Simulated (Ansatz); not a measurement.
```json
{"atom": "Al", "x (Å)": "-0.1551", "y (Å)": "0.8964", "z (Å)": "-0.7552"}
{"atom": "H", "x (Å)": "-0.4072", "y (Å)": "-0.9218", "z (Å)": "3.7075"}
{"atom": "H", "x (Å)": "1.2027", "y (Å)": "0.0650", "z (Å)": "-0.8659"}
{"atom": "N", "x (Å)": "-1.6538", "y (Å)": "0.0932", "z (Å)": "-1.3297"}
{"atom": "H", "x (Å)": "-1.6781", "y (Å)": "-0.8558", "z (Å)": "-1.7073"}
{"atom": "H", "x (Å)": "-2.5939", "y (Å)": "0.4906", "z (Å)": "-1.3180"}
{"atom": "P", "x (Å)": "-0.2068", "y (Å)": "3.1686", "z (Å)": "-0.0904"}
{"atom": "H", "x (Å)": "-1.4691", "y (Å)": "3.0702", "z (Å)": "0.5941"}
{"atom": "H", "x (Å)": "0.5652", "y (Å)": "2.9312", "z (Å)": "1.1008"}
{"atom": "H", "x (Å)": "-0.3671", "y (Å)": "-0.1972", "z (Å)": "3.8920"}
```

All numbers below come from RKS BLYP/6-31G* in Ansatz 0.2.0.

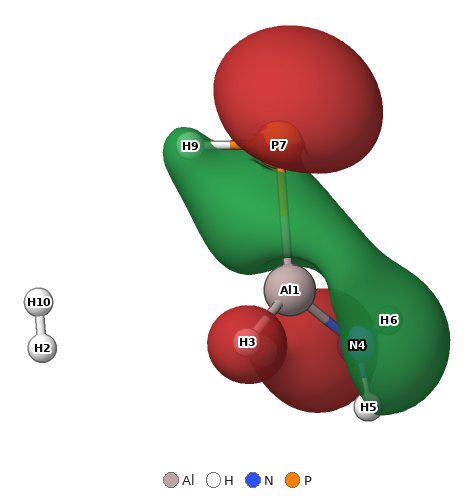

AlH5NP···H2. The HOMO at ±0.08 Å⁻³ᐟ² (green and red are the two phases), seen at a tilt.

**Describe this orbital and give its energy.**

By Hirshfeld shares it lies mainly on P7 (about 45 %), N4 (about 30 %) and Al1 (about 15 %); largely a combination of lone pairs on P7 and N4. Its energy is −5.60 eV.
